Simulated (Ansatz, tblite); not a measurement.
# C₁₆H₁₇O₃PS₃: spin states and exact exchange

Is the singlet the ground state of C₁₆H₁₇O₃PS₃? Other spin states are computed and compared level by level.

Method: as each input shows; program: Ansatz 0.2.0, Gaussian basis.

Plan: triplet, at the geometry of the singlet (GFN1-xTB, GFN2-xTB, PBE0-D4/def2-TZVP, PBE-D4/def2-TZVP); the singlet's energies come from earlier runs.

## (1) The structure

The geometry is that of the singlet, from an earlier relaxation (r2SCAN-D4/def2-SVP).

40 atoms, charge 0, spin multiplicity 1.

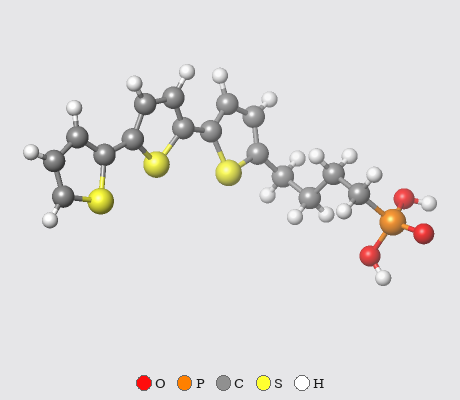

The geometry (oxygen red, phosphorus orange, carbon grey, sulfur yellow, hydrogen white).

## (2) Triplet at the fixed geometry, GFN1-xTB

Tight binding, by tblite at 300 K electronic temperature and without a spin-polarisation term:

```python
tblite.interface.Calculator('GFN1-xTB', numbers, positions, charge=0, uhf=2).singlepoint()
```

Energy -1928.9028 eV; 0.15 s.

## (3) Triplet at the fixed geometry, GFN2-xTB

Tight binding, by tblite at 300 K electronic temperature and without a spin-polarisation term:

```python
tblite.interface.Calculator('GFN2-xTB', numbers, positions, charge=0, uhf=2).singlepoint()
```

Energy -1834.2309 eV; 0.11 s.

## (4) Triplet at the fixed geometry, PBE0-D4/def2-TZVP

in.yaml reads:

```yaml
crystal:
  periodic: [false, false, false]
  atoms:
    - {symbol: O, position_ang: [-6.556386, 0.761735, -3.149348]}
    - {symbol: P, position_ang: [-5.864847, 0.299263, -1.915042]}
    - {symbol: O, position_ang: [-6.627372, 0.694344, -0.527984]}
    - {symbol: O, position_ang: [-5.712373, -1.326932, -1.846214]}
    - {symbol: C, position_ang: [-4.196416, 0.899728, -1.593354]}
    - {symbol: C, position_ang: [-3.653801, 0.743003, -0.168827]}
    - {symbol: C, position_ang: [-3.505672, -0.699632, 0.307494]}
    - {symbol: C, position_ang: [-2.857932, -0.798604, 1.697393]}
    - {symbol: C, position_ang: [-1.486097, -0.206756, 1.780523]}
    - {symbol: C, position_ang: [-1.041589, 0.851662, 2.546115]}
    - {symbol: C, position_ang: [0.329710, 1.160792, 2.356172]}
    - {symbol: C, position_ang: [0.950395, 0.341221, 1.425495]}
    - {symbol: C, position_ang: [2.321988, 0.378009, 0.979050]}
    - {symbol: C, position_ang: [3.237121, 1.417011, 1.100473]}
    - {symbol: C, position_ang: [4.504399, 1.117297, 0.555970]}
    - {symbol: C, position_ang: [4.584605, -0.156170, 0.005695]}
    - {symbol: C, position_ang: [5.720098, -0.783710, -0.628383]}
    - {symbol: C, position_ang: [7.057451, -0.419000, -0.543592]}
    - {symbol: C, position_ang: [7.912531, -1.251600, -1.310924]}
    - {symbol: C, position_ang: [7.233421, -2.251573, -1.971477]}
    - {symbol: S, position_ang: [5.537956, -2.170191, -1.672781]}
    - {symbol: S, position_ang: [3.065167, -0.991904, 0.194981]}
    - {symbol: S, position_ang: [-0.191477, -0.818056, 0.789672]}
    - {symbol: H, position_ang: [-7.566611, 0.856907, -0.705457]}
    - {symbol: H, position_ang: [-6.245208, -1.718707, -2.555774]}
    - {symbol: H, position_ang: [-3.545199, 0.396070, -2.329920]}
    - {symbol: H, position_ang: [-4.226378, 1.965513, -1.879264]}
    - {symbol: H, position_ang: [-4.310183, 1.294171, 0.527719]}
    - {symbol: H, position_ang: [-2.668280, 1.239302, -0.128821]}
    - {symbol: H, position_ang: [-2.901494, -1.271815, -0.421669]}
    - {symbol: H, position_ang: [-4.488993, -1.196381, 0.340150]}
    - {symbol: H, position_ang: [-2.831850, -1.860142, 2.003502]}
    - {symbol: H, position_ang: [-3.488691, -0.277192, 2.438358]}
    - {symbol: H, position_ang: [-1.697116, 1.384541, 3.239483]}
    - {symbol: H, position_ang: [0.862505, 1.944803, 2.897892]}
    - {symbol: H, position_ang: [2.975626, 2.380263, 1.543528]}
    - {symbol: H, position_ang: [5.338108, 1.821937, 0.528156]}
    - {symbol: H, position_ang: [7.402894, 0.411767, 0.075574]}
    - {symbol: H, position_ang: [8.996162, -1.128014, -1.366528]}
    - {symbol: H, position_ang: [7.633803, -3.032956, -2.618035]}
basis:
  gaussian: {orbitals: def2-TZVP, fitting: {mean_field: def2-universal-jkfit}}
magnetization: {spin_polarized: true, initial_magnetization: 2}
hamiltonian: {xc: pbe0, dispersion: d4}
scf: {omitted_lower_state_checks: [starts]}
output: {orbitals: {seedname: orbitals}}
```

Run with:

```bash
$ ansatz run in.yaml --threads 2 --pin off --events-out ev --progress --plain --max-ram 32768MiB --backend cuda --devices 0, --max-vram 18GiB
```

The program printed:

```text
Functional definition: PBE0
  name "PBE0"
  cite "Adamo & Barone, J. Chem. Phys. 110, 6158 (1999) doi:10.1063/1.478522"
  cite "Perdew, Burke & Ernzerhof, Phys. Rev. Lett. 77, 3865 (1996) doi:10.1103/PhysRevLett.77.3865"
  parent pbe
  parameter a = 0.25
  parameter kappa = 0.804
  parameter beta = 0.06672455060314922
  exchange = (1 - a)*pbe_x(kappa = kappa, mu = beta*pi^2/3) + a*exact_x
  correlation = pbe_c(beta = beta)
these checks for a lower state are left out or cut short: starts
2249 factors; integrals over basis functions are off by at most 8.8e-1 eV
mean field evaluation 1: about -64728.2255 eV, gradient 1.0e2 eV
mean field evaluation 2: about -64633.6119 eV, gradient 1.7e2 eV
mean field evaluation 4: about -64770.5792 eV, gradient 2.5e1 eV
mean field evaluation 8: about -64774.6095 eV, gradient 9.9e-1 eV
mean field evaluation 16: about -64774.6308 eV, gradient 1.8e-2 eV
mean field evaluation 32: about -64774.6308 eV, gradient 7.5e-5 eV
mean field -64774.63082004 eV, -2380.4237768148 hartree, gradient 2.9e-5 eV, S^2 2.035001; 0 other end points of the search recorded, 0 dependent functions left out
reference -64774.63088429 eV, -2380.4237791758 hartree; 101, 99 occupied and 738, 740 virtual orbitals, 2249 factors
Total energy: -64776.03436583 eV, -2380.4753561712 hartree
Checks for a lower state left out: starts
```

It took 23 s on 1 × H100 (card shared with other runs) with 2 threads of AMD EPYC 7R13, shared host; peak host memory 1.5 GiB.

Report: HOMO -3.37 eV, LUMO -3.91 eV (over both spins; with the spin held, an empty level of the minority spin lies below the top filled one); ⟨S²⟩ 2.035 (pure: 2.00).

## (5) Triplet at the fixed geometry, PBE-D4/def2-TZVP

start.molden holds the orbitals of an earlier run on this state, given as this run's starting guess.

Edit in.yaml of step 4 so:

```diff
@@ -44,5 +44,5 @@
 basis:
-  gaussian: {orbitals: def2-TZVP, fitting: {mean_field: def2-universal-jkfit}}
+  gaussian: {orbitals: def2-TZVP, fitting: {mean_field: def2-universal-jkfit}, initial_orbitals: start.molden}
 magnetization: {spin_polarized: true, initial_magnetization: 2}
-hamiltonian: {xc: pbe0, dispersion: d4}
+hamiltonian: {xc: pbe, dispersion: d4}
 scf: {omitted_lower_state_checks: [starts]}
```

Same command.

The program printed:

```text
Functional definition: PBE
  name "PBE"
  cite "Perdew, Burke & Ernzerhof, Phys. Rev. Lett. 77, 3865 (1996) doi:10.1103/PhysRevLett.77.3865"
  parent pbe
  parameter kappa = 0.804
  parameter beta = 0.06672455060314922
  exchange = pbe_x(kappa = kappa, mu = beta*pi^2/3)
  correlation = pbe_c(beta = beta)
these checks for a lower state are left out or cut short: starts
2249 factors; integrals over basis functions are off by at most 8.8e-1 eV
mean field evaluation 1: about -64769.4411 eV, gradient 1.6e1 eV
mean field evaluation 2: about -64769.9596 eV, gradient 6.2e-1 eV
mean field evaluation 4: about -64769.9815 eV, gradient 5.7e-2 eV
mean field evaluation 8: about -64769.9816 eV, gradient 2.0e-5 eV
mean field -64769.98156877 eV, -2380.2529199819 hartree, gradient 2.0e-5 eV, S^2 2.008079; 0 other end points of the search recorded, 0 dependent functions left out
reference -64769.98165716 eV, -2380.2529232301 hartree; 101, 99 occupied and 738, 740 virtual orbitals, 2249 factors
Total energy: -64771.61118851 eV, -2380.3128074027 hartree
Checks for a lower state left out: starts
```

Wall time 12 s (1 × H100 (card shared with other runs) with 2 threads of AMD EPYC 7R13, shared host).

Report: HOMO -2.70 eV, LUMO -4.49 eV (over both spins; with the spin held, an empty level of the minority spin lies below the top filled one); ⟨S²⟩ 2.008 (pure: 2.00).

## (6) Triplet less singlet, vertical

The singlet's energies are those of its earlier runs, whose logs aren't repeated here.

```csv
level,"triplet less singlet, vertical (kcal/mol)",time
GFN1-xTB,+50.2,0.28 s
GFN2-xTB,+49.2,0.2 s
PBE-D4/def2-TZVP,+46.5,22 s
PBE0-D4/def2-TZVP,+49.3,38 s
```

Times add the two runs; a level without a time comes out of a correlated run. Tight binding without a spin term can't rank spin states.

## (7) Summary of results

| quantity | value |
| --- | --- |
| triplet less singlet, vertical, functionals in def2-TZVP | +46.5 (PBE-D4) to +49.3 kcal/mol (PBE0-D4) |

**Reading.** All functionals put the triplet above the singlet, over a spread of 2.9 kcal/mol. The checks for a lower triplet were left out, so another state of that spin may lie lower. These are electronic energies, without zero-point motion, entropy or surroundings.
